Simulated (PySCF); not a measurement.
**HF (hydrogen fluoride) at CCSD(T)/cc-pVTZ**

Aim: the vertical singlet–triplet gap of HF (hydrogen fluoride) at CCSD(T)/cc-pVTZ, from 2 runs. The job is set up through a Python script.

The calculation is run with PySCF 2.14.0.

4 further runs of the same task are left out: 4 set aside as unsound or not needed.

## Step 1: The system as given

HF: 2 atoms, total charge 0, spin state singlet. SMILES: `F`. Geometry: relaxed at PBE0-D4/def2-TZVP.

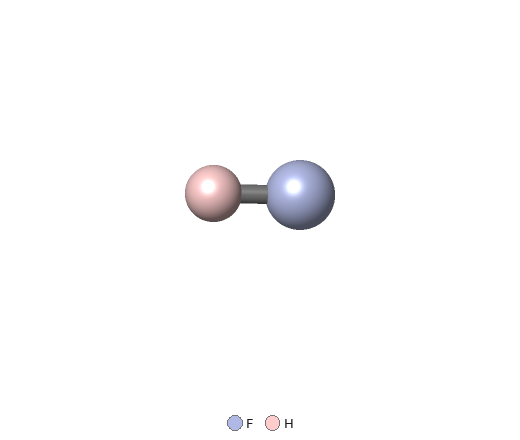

The structure, seen from a chosen angle (fluorine light blue, hydrogen pink).

## Step 2: A single-point energy at CCSD(T)/cc-pVTZ

Contents of calc.py:

```python
# F
from pyscf import gto, cc

molecule = gto.M(
    atom='''
F     -0.736993     0.273254    -0.371142
H      0.736993    -0.273254     0.371142
''',
    verbose=3,
    charge=0,
    spin=0,
    max_memory=1860,
    basis='cc-pvtz',
    unit='bohr',
)

hf = molecule.RHF()
hf.conv_tol = 1e-10
hf.kernel()
if not hf.converged:
    hf = hf.newton().run(hf.mo_coeff, hf.mo_occ)

mycc = cc.CCSD(hf, frozen=1)
mycc.kernel()
e_t = mycc.ccsd_t()
etot = mycc.e_tot + e_t
print(f'total energy: {etot:.8f} hartree')
```

The run is started by

```bash
$ OMP_NUM_THREADS=1 python calc.py
```

The program printed:

```text
converged SCF energy = -100.057864666015
E(CCSD) = -100.3319680269365  E_corr = -0.2741033609214011
CCSD(T) correction = -0.00638011546261105
total energy: -100.33834814 hartree
```

It took 1.6 s on 1 thread of Arm Neoverse V1, shared host; peak memory 0.14 GiB.

## Step 3: The triplet, same level

Contents of calc.py:

```python
from pyscf import gto, cc

system = gto.M(
    atom=[
    ('F', (-0.390000, 0.144600, -0.196400)),
    ('H', (0.390000, -0.144600, 0.196400)),
],
    max_memory=1860,
    charge=0,
    verbose=4,
    spin=2,
    basis='cc-pvtz',
)

mf = system.UHF()
mf.conv_tol = 1e-10
mf.kernel()
if not mf.converged:
    mf = mf.newton().run(mf.mo_coeff, mf.mo_occ)

mycc = cc.CCSD(mf, frozen=1)
mycc.kernel()
e_t = mycc.ccsd_t()
e_tot = mycc.e_tot + e_t
print('E = %.10f Eh' % e_tot)
```

The run is started by

```bash
$ OMP_NUM_THREADS=1 python calc.py
```

The program printed:

```text
PySCF version 2.14.0

[INPUT] num. atoms = 2
[INPUT] num. electrons = 10
[INPUT] charge = 0
[INPUT] spin (= nelec alpha-beta = 2S) = 2
[INPUT] symmetry False subgroup None
[INPUT] Mole.unit = angstrom
[INPUT] Symbol           X                Y                Z      unit          X                Y                Z       unit  Magmom
[INPUT]  1 F     -0.390000000000   0.144600000000  -0.196400000000 AA   -0.736993188580   0.273254397612  -0.371142210865 Bohr   0.0
[INPUT]  2 H      0.390000000000  -0.144600000000   0.196400000000 AA    0.736993188580  -0.273254397612   0.371142210865 Bohr   0.0

nuclear repulsion = 5.17695231349631
number of shells = 15
number of NR pGTOs = 58
number of NR cGTOs = 44
basis = cc-pvtz
ecp = {}

[... 19 lines left out ...]
WARN: beta  nocc = 4  HOMO -0.662816621384135 >= LUMO -0.662816621384128
[... 1 line left out ...]
WARN: HOMO 0.0903037168699754 >= LUMO -0.662816621384128
[... 42 lines left out ...]
converged SCF energy = -99.7329395810455  <S^2> = 2.0041432  2S+1 = 3.0027608
[... 12 lines left out ...]
Init t2, MP2 energy = -0.210869816088734
[... 11 lines left out ...]
UCCSD converged
[... 2 lines left out ...]
E = -99.9610208855 Eh
```

Wall time 3.6 s (1 thread of Arm Neoverse V1, shared host); peak memory 0.27 GiB.

## Step 4: Outcome

At CCSD(T)/cc-pVTZ, 1 core orbital frozen:

| quantity | value |
| --- | --- |
| singlet: total energy | -100.33835 Eh |
| singlet: dipole moment (Hartree–Fock density) | 1.95 D |
| singlet: HOMO energy (Hartree–Fock orbitals) | -17.49 eV |
| singlet: LUMO energy (Hartree–Fock orbitals) | 3.88 eV |
| singlet: HOMO–LUMO gap (Hartree–Fock orbitals) | 21.37 eV |
| singlet: correlation energy (1 core orbital frozen) | -280.5 mEh |
| singlet: (T) correction | -6.38 mEh |
| singlet: T1 diagnostic | 0.007 |
| triplet: total energy | -99.96102 Eh |
| triplet: dipole moment (Hartree–Fock density) | 2.36 D |
| triplet: HOMO energy (Hartree–Fock orbitals) (highest over α and β) | -5.68 eV |
| triplet: LUMO energy (Hartree–Fock orbitals) (lowest over α and β) | -2.14 eV |
| triplet: correlation energy (1 core orbital frozen) | -228.1 mEh |
| triplet: (T) correction | -4.24 mEh |
| triplet: ⟨S²⟩ of the reference determinant | 2.004 |
| triplet: T1 diagnostic | 0.007 |
| vertical energy of the triplet above the singlet | 10.268 eV |

What this shows: At this shape the triplet lies 10.27 eV (237 kcal/mol) above the singlet. The triples (singlet) make up 2.3 % of the correlation energy. The triples (triplet) make up 1.9 % of the correlation energy.
